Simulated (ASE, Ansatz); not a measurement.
# Convergence of a linear-scaling basis for twisted silicene bilayer, 13.17° (76 atoms)

Aim: test how closely localised support functions follow the reference on twisted silicene bilayer, 13.17° (76 atoms), and at what cost. A setting counts as converged where the r.m.s. difference of forces stays under 1 % of the r.m.s. force.

Method: Kohn-Sham DFT, PBE+D3(BJ), PAW (set soft_2), plane waves, in Ansatz 0.2.0.

## (1) The starting structure

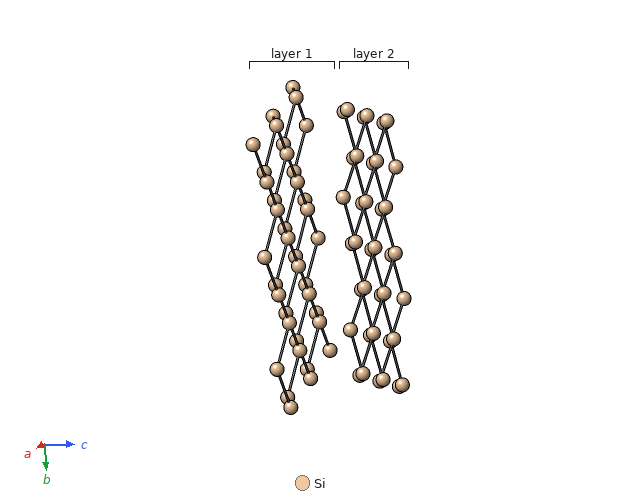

The starting structure, seen from the side, with the c axis across the page (silicon light orange).

The cell holds 76 atoms: 76 Si. Its edges and angles: a = 16.825 Å, b = 16.825 Å, c = 20.140 Å, α = 90.0°, β = 90.0°, γ = 120.0°. It derives from Si (silicene). Silicene (a = 3.86 Å) under silicene (a = 3.86 Å), bilayer, commensurate cell of 19 unit cells a layer, twist 13.17 deg; facing planes 3.26 Å apart; 16 Å of vacuum; layers as built, displaced by a Gaussian of 0.01 Å. Regions: layer 1, 38 atoms (38 Si); layer 2, 38 atoms (38 Si). Vacuum lies along c.

Before any run, some limits are plain. Beside vacuum, support functions can miss their usual error bounds without a warning. Sampling is at Γ alone, for a cell whose shortest periodic width is 15 Å.

## (2) Plane-wave single point

This run is the reference for what follows, at a cutoff of 420 eV.

File input.yaml:

```yaml
crystal:
  lattice:
    - [16.8253, 0.0, 0.0]
    - [-8.41265, 14.57114, 0.0]
    - [0.0, 0.0, 20.14]
  atoms:
    - { symbol: Si, position: [0.17495, 0.77142, 0.41904] }
    - { symbol: Si, position: [0.19352, 0.64934, 0.39677] }
    - { symbol: Si, position: [0.28094, 0.03559, 0.41971] }
    - { symbol: Si, position: [0.29952, 0.91295, 0.39734] }
    - { symbol: Si, position: [0.12333, 0.14082, 0.41888] }
    - { symbol: Si, position: [0.13941, 0.01718, 0.3974] }
    - { symbol: Si, position: [0.22762, 0.40196, 0.41871] }
    - { symbol: Si, position: [0.24545, 0.28002, 0.39728] }
    - { symbol: Si, position: [0.33271, 0.66539, 0.41942] }
    - { symbol: Si, position: [0.34984, 0.54371, 0.39762] }
    - { symbol: Si, position: [0.43731, 0.92947, 0.41943] }
    - { symbol: Si, position: [0.45669, 0.80655, 0.39709] }
    - { symbol: Si, position: [0.38637, 0.2991, 0.41951] }
    - { symbol: Si, position: [0.40312, 0.17572, 0.397] }
    - { symbol: Si, position: [0.49028, 0.56099, 0.41892] }
    - { symbol: Si, position: [0.50904, 0.43919, 0.39729] }
    - { symbol: Si, position: [0.59523, 0.82394, 0.41887] }
    - { symbol: Si, position: [0.61511, 0.70213, 0.39666] }
    - { symbol: Si, position: [0.70154, 0.08729, 0.42012] }
    - { symbol: Si, position: [0.71839, 0.96413, 0.39769] }
    - { symbol: Si, position: [0.54467, 0.19318, 0.41975] }
    - { symbol: Si, position: [0.56208, 0.07034, 0.39763] }
    - { symbol: Si, position: [0.64835, 0.45575, 0.41939] }
    - { symbol: Si, position: [0.66626, 0.3329, 0.39753] }
    - { symbol: Si, position: [0.75491, 0.71987, 0.41936] }
    - { symbol: Si, position: [0.77185, 0.5964, 0.39703] }
    - { symbol: Si, position: [0.85974, 0.98323, 0.41946] }
    - { symbol: Si, position: [0.87702, 0.85881, 0.39757] }
    - { symbol: Si, position: [0.80658, 0.34987, 0.41908] }
    - { symbol: Si, position: [0.82398, 0.22731, 0.39837] }
    - { symbol: Si, position: [0.91361, 0.61462, 0.41918] }
    - { symbol: Si, position: [0.93032, 0.49199, 0.39644] }
    - { symbol: Si, position: [0.01795, 0.87755, 0.41881] }
    - { symbol: Si, position: [0.03563, 0.75508, 0.39685] }
    - { symbol: Si, position: [0.96447, 0.24538, 0.41925] }
    - { symbol: Si, position: [0.98324, 0.12289, 0.39728] }
    - { symbol: Si, position: [0.07263, 0.50983, 0.41894] }
    - { symbol: Si, position: [0.08675, 0.38592, 0.39762] }
    - { symbol: Si, position: [0.24584, 0.96487, 0.60196] }
    - { symbol: Si, position: [0.22984, 0.82515, 0.58136] }
    - { symbol: Si, position: [0.19338, 0.54462, 0.60375] }
    - { symbol: Si, position: [0.17567, 0.4043, 0.58038] }
    - { symbol: Si, position: [0.35172, 0.80704, 0.60316] }
    - { symbol: Si, position: [0.33303, 0.66706, 0.58133] }
    - { symbol: Si, position: [0.50864, 0.07052, 0.60246] }
    - { symbol: Si, position: [0.49187, 0.9303, 0.58115] }
    - { symbol: Si, position: [0.13899, 0.12203, 0.60264] }
    - { symbol: Si, position: [0.12215, 0.9817, 0.58032] }
    - { symbol: Si, position: [0.29771, 0.38597, 0.60277] }
    - { symbol: Si, position: [0.28124, 0.24559, 0.58147] }
    - { symbol: Si, position: [0.45639, 0.64902, 0.60219] }
    - { symbol: Si, position: [0.4388, 0.50956, 0.58096] }
    - { symbol: Si, position: [0.61441, 0.9133, 0.60303] }
    - { symbol: Si, position: [0.59629, 0.77215, 0.58065] }
    - { symbol: Si, position: [0.40307, 0.22738, 0.60323] }
    - { symbol: Si, position: [0.38633, 0.08765, 0.58166] }
    - { symbol: Si, position: [0.56212, 0.49134, 0.60255] }
    - { symbol: Si, position: [0.54426, 0.35061, 0.58116] }
    - { symbol: Si, position: [0.72034, 0.75388, 0.60219] }
    - { symbol: Si, position: [0.7009, 0.61476, 0.58132] }
    - { symbol: Si, position: [0.87643, 0.01616, 0.60305] }
    - { symbol: Si, position: [0.86036, 0.87684, 0.58081] }
    - { symbol: Si, position: [0.66729, 0.33359, 0.60299] }
    - { symbol: Si, position: [0.6504, 0.19431, 0.58168] }
    - { symbol: Si, position: [0.82531, 0.59647, 0.60278] }
    - { symbol: Si, position: [0.80719, 0.4565, 0.58153] }
    - { symbol: Si, position: [0.98297, 0.85959, 0.60237] }
    - { symbol: Si, position: [0.96538, 0.72029, 0.58029] }
    - { symbol: Si, position: [0.77166, 0.17566, 0.60325] }
    - { symbol: Si, position: [0.75475, 0.03496, 0.58098] }
    - { symbol: Si, position: [0.9295, 0.43917, 0.60328] }
    - { symbol: Si, position: [0.91054, 0.2968, 0.58168] }
    - { symbol: Si, position: [0.08671, 0.7008, 0.60267] }
    - { symbol: Si, position: [0.06993, 0.56175, 0.58122] }
    - { symbol: Si, position: [0.03488, 0.28058, 0.60205] }
    - { symbol: Si, position: [0.01677, 0.14031, 0.5814] }
kpoints:
  mp_grid: { grid: [1, 1, 1] }
hamiltonian:
  xc: pbe
  dispersion: d3bj
scf:
  occupations: { method: fermi_dirac, width: 0.025 }
output:
  forces: true
  populations: true
  dos:
    method: { smearing: { sigma: 0.15 } }
    de: 0.1
    projected:
      site_lists:
        Si: [Si]
        layer_1: [0, 1, 2, 3, 4, 5, 6, 7, 8, 9, 10, 11, 12, 13, 14, 15, 16, 17, 18, 19, 20, 21, 22, 23, 24, 25, 26, 27, 28, 29, 30, 31, 32, 33, 34, 35, 36, 37]
        layer_2: [38, 39, 40, 41, 42, 43, 44, 45, 46, 47, 48, 49, 50, 51, 52, 53, 54, 55, 56, 57, 58, 59, 60, 61, 62, 63, 64, 65, 66, 67, 68, 69, 70, 71, 72, 73, 74, 75]
  eigenvalues: true
```

The run is started by

```
$ ansatz run input.yaml --threads 32 --pin off --max-ram 92160MiB --backend cuda --events-out ev --progress --plain --runs-dir out --max-vram 78GiB
```

Numbers of over 12 decimals in the logs are rounded to 6 here.

Output:

```text
Engine: ansatz 0.2.0, aarch64-unknown-linux-gnu
Pseudopotentials: kind: paw
Pseudopotential: Si, paw, valence charge 4, recommended cutoff 420 eV (normal), Si.paw.azcp
[... 5 lines on functional and potentials left out ...]
device memory: the entry about to start is reckoned to put 6.9 GiB on a device that reports 176.6 GiB free (of which the cap on the GPU budget leaves the run 78.0 GiB)
GPU FFT provider: cuFFT
GPU libraries: cuBLAS 13.8.1, cuFFT 12.4.0, cuSOLVER 12.3.2
GPU matrix products: emulated (plane waves: as basis.precision tells), large ones in fixed point in workspaces of 1.00 GiB
Crystal: 76 atoms, lattice volume = 4937.599 Å³
Basis set: ecut = 420 eV, 96559 PW (Γ), exchange–correlation on 240×240×270 points (8 copies of the dense FFT grid, shifted against one another)
Bands: 228, of which v1, the nominal top of the filled ones, is band 152 counted from 1 (151 counted from 0)
Symmetry: 1 space group operations
Space group: P1 (ITA 1), of the structure as read, at distance tolerance 1.7e-4 Å
k-points: 1
[... 3 lines on functional and potentials left out ...]
Initial density: superposition of atomic densities (neutral atoms: chi_scale 0, normalization atom), corrected by the library's trained network
Initial wavefunctions: pseudopotential atomic-orbital guess
GPU buffer pool allocated for 1944000 grid points (all kernels)
GPU transforms: local potential and band sums: pruned to the plane-wave sphere, on 120×120×135
Functional: x = pbe(κ = 0.804, μ = 0.219515), c = pbe(β = 0.066725)
SCF iter   1: F=—  HF=-48293.593403 eV  |F-HF|=—  |Δ(HF+E_count)|=         —  Δρ=1.90e-3  dr2=4.17e-1  ethr=1.77e-3  ⟨swp⟩=8.0  Hψ=1250  notcnv=0  defer=30
preconditioner: auto → Resta (q_TF=auto, 1.714 Å⁻¹)  ε∞=2.7  [insulator: Δε(μ)=0.419 eV  Ē_g=7.087 eV  σ=0.025 eV  W_gap=1.00  n_scr=424 (ndim 8)  ℏωp=9.2 eV  f_vac=0.572  D(μ)=0.05/eV (n_scr^D=0)  ε∞_Penn≈2.7  vacuum switching on, ρ_ref=3.6e-3 e/Å³]
SCF iter   2: F=—  HF=-48293.630459 eV  |F-HF|=—  |Δ(HF+E_count)|=   3.71e-2  Δρ=1.10e-3  dr2=4.39e-1  ethr=1.37e-4  ⟨swp⟩=4.0  Hψ=433  notcnv=0  defer=64
SCF iter   3: F=—  HF=-48293.618326 eV  |F-HF|=—  |Δ(HF+E_count)|=   1.21e-2  Δρ=8.03e-4  dr2=2.91e-1  ethr=1.37e-4  ⟨swp⟩=3.0  Hψ=271  notcnv=0  defer=64
SCF iter   4: F=—  HF=-48293.596013 eV  |F-HF|=—  |Δ(HF+E_count)|=   2.23e-2  Δρ=3.35e-4  dr2=1.48e-2  ethr=9.58e-5  ⟨swp⟩=2.0  Hψ=179  notcnv=0  defer=64
SCF iter   5: F=—  HF=-48293.596493 eV  |F-HF|=—  |Δ(HF+E_count)|=   4.80e-4  Δρ=1.30e-4  dr2=4.15e-3  ethr=4.85e-6  ⟨swp⟩=2.0  Hψ=255  notcnv=0  defer=64
SCF iter   6: F=—  HF=-48293.600819 eV  |F-HF|=—  |Δ(HF+E_count)|=   4.33e-3  Δρ=7.89e-5  dr2=3.47e-4  ethr=1.36e-6  ⟨swp⟩=2.0  Hψ=255  notcnv=0  defer=64
SCF iter   7: F=—  HF=-48293.601042 eV  |F-HF|=—  |Δ(HF+E_count)|=   2.23e-4  Δρ=2.70e-5  dr2=9.83e-5  ethr=1.14e-7  ⟨swp⟩=2.0  Hψ=316  notcnv=0  defer=64
SCF iter   8: F=—  HF=-48293.599233 eV  |F-HF|=—  |Δ(HF+E_count)|=   1.81e-3  Δρ=1.08e-5  dr2=5.22e-5  ethr=3.23e-8  ⟨swp⟩=2.0  Hψ=293  notcnv=0  defer=64
SCF iter   9: F=—  HF=-48293.599232 eV  |F-HF|=—  |Δ(HF+E_count)|=   8.69e-7  Δρ=5.92e-6  dr2=2.98e-6  ethr=1.72e-8  ⟨swp⟩=2.0  Hψ=221  notcnv=0  defer=64
SCF iter  10: F=—  HF=-48293.599234 eV  |F-HF|=—  |Δ(HF+E_count)|=   1.88e-6  Δρ=3.20e-6  dr2=1.54e-6  ethr=9.80e-10  ⟨swp⟩=2.0  Hψ=276  notcnv=0  defer=64
SCF iter  11: F=—  HF=-48293.599235 eV  |F-HF|=—  |Δ(HF+E_count)|=   6.67e-7  Δρ=1.47e-6  dr2=5.15e-7  ethr=5.06e-10  ⟨swp⟩=2.0  Hψ=253  notcnv=0  defer=64
SCF iter  12: F=-48293.599235 eV  HF=-48293.599235 eV  |F-HF|=5.35e-8  |Δ(HF+E_count)|=   1.17e-7  Δρ=5.98e-7  dr2=9.82e-8  ethr=3.29e-11  ⟨swp⟩=17.0  Hψ=1885  notcnv=0
SCF 1 converged in 12 iterations: F = -48293.599235 eV  dr2 = 9.82e-8
  greatest PAW one-centre occupation: 0.650 electrons in one spin orbital (limit 2), on the Si atom at site 4 (counted from 0), in its partial waves of l = 0
SCF converged after 12 iterations
Free energy (F): -48293.599235 eV
Harris-Foulkes:  -48293.599235 eV  (|F-HF|=5.35e-8)
Internal energy: -48293.598858 eV  (E = F + TS)
E sigma→0 (E₀):  -48293.599047 eV
Entropy (-TS):   -0.000377 eV (-0.005 meV/atom)
Fermi energy:    -1.254581 eV
--- Per-component energies (eV) ---
  E_band       = -1903.017712
  E_kinetic    = 2972.569112
  E_local      = -53431.168054  (includes V_loc(G=0)·N_el)
  E_nonlocal   = 1988.301258
  E_hartree    = 25108.088412
  E_xc         = -4134.072464
  E_vxc        = -3468.105751  (∫ρ·V_xc dr)
  E_paw        = -38964.278168  (= ΣΔE_a)
  E_vpaw       = -180.781039  (= ΣTr[D̂ρ^β])
  E_aug_tail   = 0.000485  (compensation charges beyond the density's cutoff)
  E_ewald      = 18187.627040
  E_disp       = -20.666479  (pairwise vdW)
  E_smearing   = -0.000377  (= −TS)
  E_closure    = 0.000000  (closes the sum)
  Σ components = -48293.599235   (vs F -48293.599235, Δ=0.00e0)
--- Forces (eV/Å), atoms counted from 1 ---
[... 76 lines of forces left out ...]
  max |Σ_I F_I| component: 1.95e-4 eV/Å
--- Band table (eV) ---
[... left out ...]
--- Löwdin populations: 76 sites ---
  site symbol       q [e]
[... 76 lines, one an atom, left out ...]
  spilling = 0.012140 (of n_electrons = 304.000000)
```

Run time: 2.6 s. Hardware: 1 × NVIDIA GB200 with 32 threads of Arm Neoverse V2, shared host; peak memory 1.3 GiB; 7 s of CPU time.

That memory is the host's; the program planned up to 6.9 GiB on the GPU. Forces of this run were stored rounded, and per-atom blocks of the log weren't kept.

Numbers from this run:

| Quantity | Value |
| --- | --- |
| free energy | -48293.5992 eV |
| free energy per atom | -635.4421 eV/atom |
| SCF cycles | 12 |
| r.m.s. force component | 0.1997 eV/Å |
| longest force | 0.6562 eV/Å |
| Fermi energy | -1.255 eV |
| spilling of the projection | 0.01214 |

Length of the force by element:

```
element  coordination  atoms  mean length of the force (eV/Å)  spread  least   most
     Si           all     76                            0.321    0.13  0.111  0.656
```

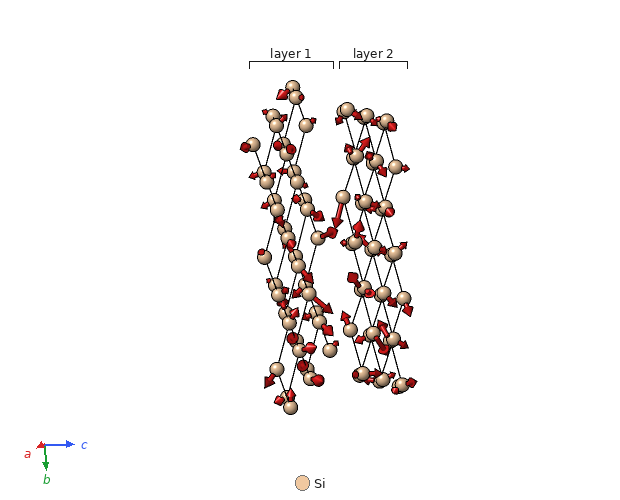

Forces as arrows; the longest in the cell is 0.656 eV/Å.

The mean of these charges, 0.049 e, is only the charge that the projection spills.

Löwdin charges by element (they lack the spilled electrons, 0.049 e an atom on average):

```
element  coordination  atoms  mean charge (e)  spread   least    most
     Si           all     76           0.0486  0.0149  0.0168  0.0871
```

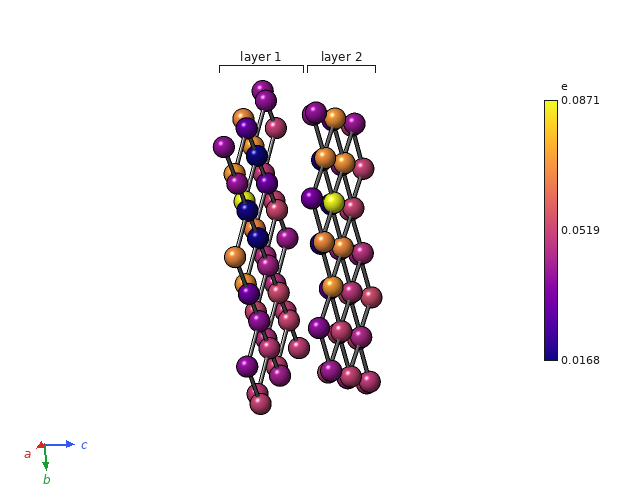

Atoms coloured by Löwdin charge.

By region:

```
 region  atoms  mean length of the force (eV/Å)
layer 1     38                            0.319
layer 2     38                            0.322
```

States in the cell by windows of 1 eV, zero at the Fermi level; some projections on atomic orbitals stand beside the total:

```
from (eV)  to (eV)  total  Si p  layer 2  layer 1  Si s
      -10       -9   34.3  10.5     17.3     16.7  23.5
       -9       -8   13.7   4.4      6.5      7.0   9.2
       -8       -7   12.7   6.1      6.6      6.0   6.5
       -7       -6   35.2  18.6     17.1     17.7  16.2
       -6       -5    0.0   0.0      0.0      0.0   0.0
       -5       -4   38.5  29.4     19.4     18.6   8.7
       -4       -3   24.6  22.7     11.8     12.4   1.5
       -3       -2   61.2  58.7     30.1     30.2   1.6
       -2       -1   32.1  30.7     15.8     15.8   0.9
       -1        0   23.8  22.1     11.7     11.8   1.4
        0        1   26.3  22.5     12.4     12.3   2.3
        1        2   46.8  29.3     20.9     20.9  12.5
```

Between -12 and -10 eV lie 28 more states.

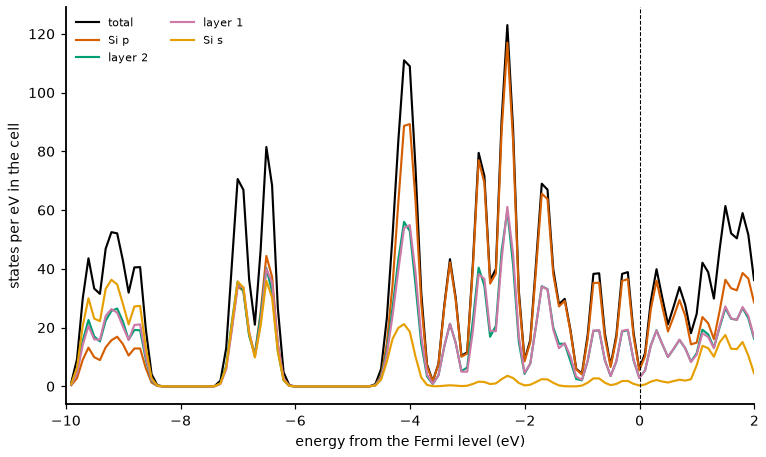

Total and projected density of states, with the broadening of the input.

Not all projections were asked for or kept, so they needn't add up to the total.

The levels nearest the highest filled one (over half full), pooled over k-points and spins:

```
level less the highest filled one (eV)  occupation
                               -0.0665           2
                               -0.0639           2
                               -0.0446           2
                               -0.0357           2
                               -0.0258           2
                                     0           2
                                 0.412       0.001
                                 0.487           0
                                 0.495           0
                                 0.499           0
                                 0.553           0
                                 0.565           0
```

Löwdin charges run from +0.02 to +0.09 e, about a mean that is the spilled charge alone.

## (3) Local order

These statistics describe the geometry on which the runs were made.

Normalised to the volume that the atoms fill. Pair distribution function in bins of 0.2 Å:

```
r (Å)  total
 2.20   4.48
 2.40   0.12
 2.60   0.00
 2.80   0.00
 3.00   0.00
 3.20   0.02
 3.40   0.11
 3.60   0.11
 3.80   3.43
 4.00   0.33
 4.20   0.37
 4.40   1.48
 4.60   0.45
 4.80   0.27
 5.00   0.25
 5.20   0.46
 5.40   0.18
 5.60   0.25
 5.80   0.63
 6.00   1.19
 6.20   0.36
 6.40   0.28
 6.60   1.04
 6.80   0.39
 7.00   0.29
 7.20   0.17
 7.40   0.22
 7.60   0.30
```

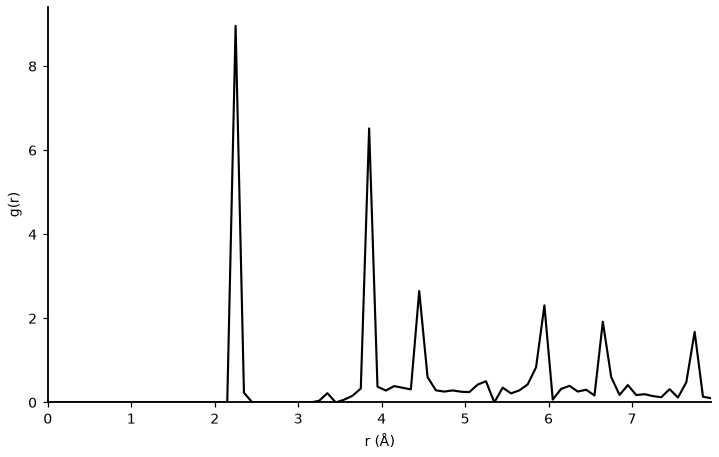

Pair distribution functions.

Bonds by pair of elements; cutoffs follow the first minimum of g(r), held within bounds set by covalent radii, and pairs that aren't listed don't count as bonded:

```
pair A-B  cutoff (Å)  bonds  mean length (Å)  spread (Å)  shortest (Å)  B about A  A about B
   Si-Si        2.68    114             2.27       0.014          2.23          3          3
```

How many atoms have how many bonded neighbours:

```
element  mean   3
     Si     3  76
```

Bond angles (no mean is given where the spread exceeds 20°):

```
   angle  count  mean (°)  spread (°)
Si-Si-Si    228       116         0.5
```

By these cutoffs all Si atoms have 3 bonded neighbours. The Si-Si-Si angle averages 116° with a spread of 0.5°.

[end of part 1 of 2]

[Logs are printed without paths, hosts, clocks, repeated set-up lines and the standing remarks that a program may print on its own settings, such as how far it seeks lower states.]

[Hosts, paths, dates, database ids (printed as entryN), source tags and the programs' standing remarks are cut or masked in the printed files.]
